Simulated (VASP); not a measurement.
Input:

```xyz
4
Lattice="3.1534 0.0000 0.0000 -1.5767 2.7309 0.0000 0.0000 0.0000 5.8612" Properties=species:S:1:pos:R:3 pbc="T T T"
Sc     0.0000     0.0000     0.0000
Sc     0.0000     0.0000     2.9306
C      0.0000     1.8206     1.4653
C      1.5767     0.9103     4.3959
```

Calculation: LDA (Ceperley-Alder, Perdew-Zunger), VASP's LDA PAW potentials (set 64) (plane waves; VASP). Settings: 520 eV cut-off, 12×12×6 Γ-centred mesh, tetrahedra with Blöchl corrections, potentials Sc_sv C.

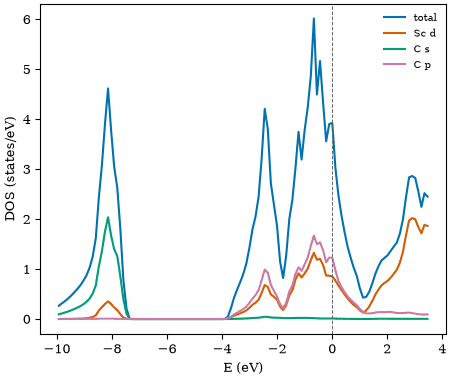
Total and projected density of states, zero at the Fermi level

Within 2 eV below the Fermi level the largest weight inside VASP's projection spheres is C p, then Sc d.

It has no gap at this level: it comes out as a metal or semimetal.

The structure was generated: ScC was put into the NiAs type type (P6_3/mmc), which need not be its known phase. It was relaxed first, which changed the volume by -30 %.
